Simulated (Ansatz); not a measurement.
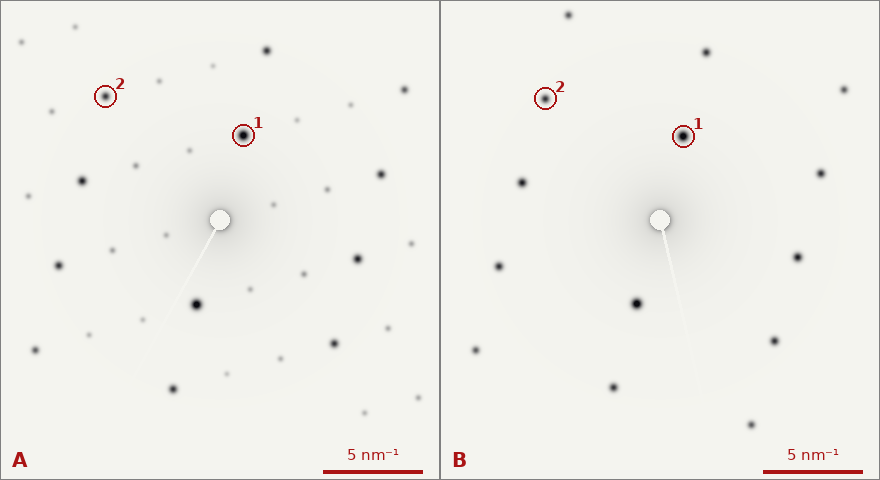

Kinematic electron diffraction patterns (120 kV, B = 0.5 Å², same scale) along [001] of the run's own cell, for the start and the end of one relaxation of RePt2 with DFT, PAW plane waves, r2scan (Ansatz). k mesh 7×7×7. The start is a generated model structure, and the relaxation ends in the nearest stationary point of its symmetry, not necessarily the ground state. Spot 1 is -1 -1 0 and spot 2 is 1 -2 0 in both.

Start structure:

```
Re Pt
1.0
     0.00000    0.00000    3.90775
     2.74291    0.00000    0.00000
     1.37145    4.11137   -1.95387
Re Pt
1 2
Direct
  0.00000 0.00000 0.00000
  0.35300 0.64700 0.70600
  0.64700 0.35300 0.29400
```

Which pattern belongs to the start structure, and which to the relaxed one?

A is the start: its cell gives d(1) = 2.245 Å, d(2) = 1.170 Å and an angle of 58.2°. B is the relaxed structure, with d(1) = 2.267 Å (+1.0 %), d(2) = 1.182 Å (+1.0 %) and 58.9°.

Name reflections whose intensity changes strongly on relaxation.

1 -1 0 fades out of sight.

What did the relaxation do to the structure and the energy?

The volume changed by +1.2 % to 14.87 Å³ an atom; with the mean shift removed, the atoms moved by up to 0.13 Å relative to the cell (Pt most); the space group stayed Immm (No. 71); the free energy fell by 180 meV an atom. Relaxed cell: a = 3.909 Å, b = 2.783 Å, c = 4.750 Å, α = 72.96°, β = 114.30°, γ = 90.00°.
